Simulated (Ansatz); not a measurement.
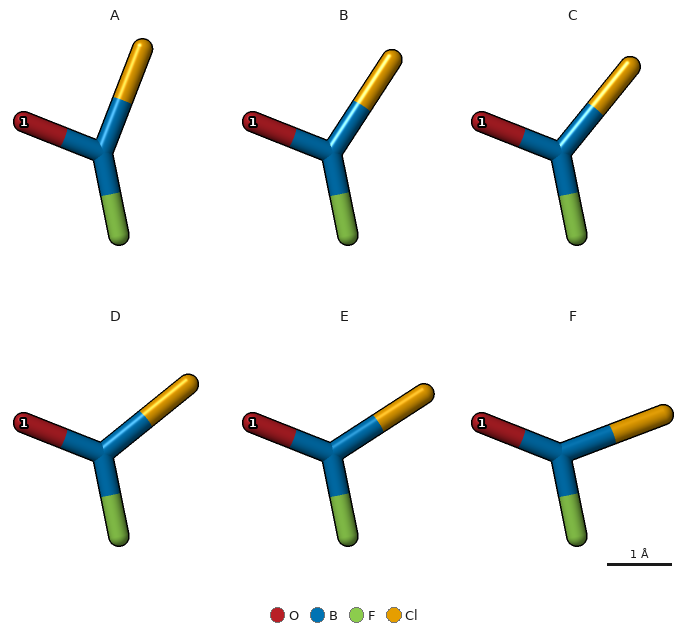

A scan of BOClF (multiplicity 2) along one coordinate. Style: stick. Shown onto the plane of the angle.

Computed with Ansatz: PBE-D4, basis def2-TZVPP, on geometries moved rigidly from the minimum at PBE0-D4/def2-TZVP. Energies are counted from the PBE0-D4/def2-TZVP minimum geometry at the same level.

### Which coordinate changes from frame to frame?

The Cl–B–O angle is varied, with the rest of the molecule carried along rigidly. In the frames the angle is 90.2° (A), 102.2° (B), 108.2° (C), 120.2° (D), 126.2° (E), 138.2° (F). Their energies are 51.4 kJ/mol, 10.6 kJ/mol, 2.0 kJ/mol, 4.6 kJ/mol, 16.3 kJ/mol, 65.0 kJ/mol.
